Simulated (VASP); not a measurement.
Band structure of Cu3Au (L1_2). Computed with vdW-DF-cx, VASP's PBE PAW potentials (set 64) (plane waves; VASP).

Unless said otherwise, spin-orbit coupling is left out, though it shifts the bands of the heavy elements here.

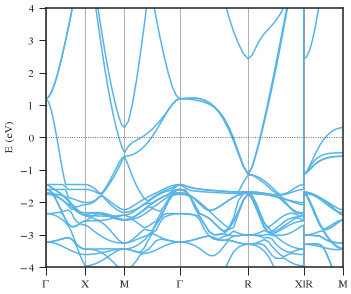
Fig. 1. Bands along high-symmetry lines, zero at the valence-band maximum or, without a gap, the Fermi level

### Question
Read the plot: is there a gap, and where are the band edges?

### Answer
It has no gap at this level: it comes out as a metal or semimetal. (Edges off the drawn lines would not show.)

The compound is Cu3Au in the L1_2 structure. It was relaxed first.
